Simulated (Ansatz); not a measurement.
A computed series for WSi2: pressure series

Start from WSi₂ (space group I4/mmm, No. 139; a = 3.229 Å, c = 7.867 Å).

Cell and atoms are relaxed at each pressure.

Method: PBE, PAW, 420 eV (Ansatz, a first-principles code; without spin-orbit coupling).

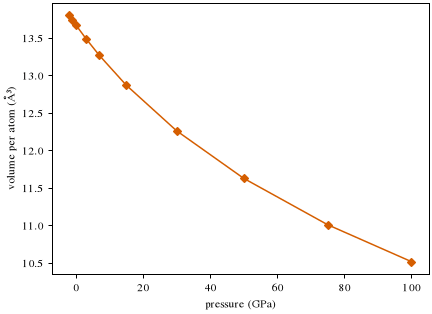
Fig. 1. Volume per atom against pressure

From the plot, what is the volume per atom for pressure 100 GPa?

About 10.5 Å³.

Is the trend monotonic over the range shown?

Yes, it falls throughout, spanning 10.52 Å³ to 13.80 Å³.

Load acts through the strain it causes; cell and atoms are relaxed under it. Whether these cells are dynamically stable was not tested. No other phases were tried under pressure. The final runs are not spin-polarised.
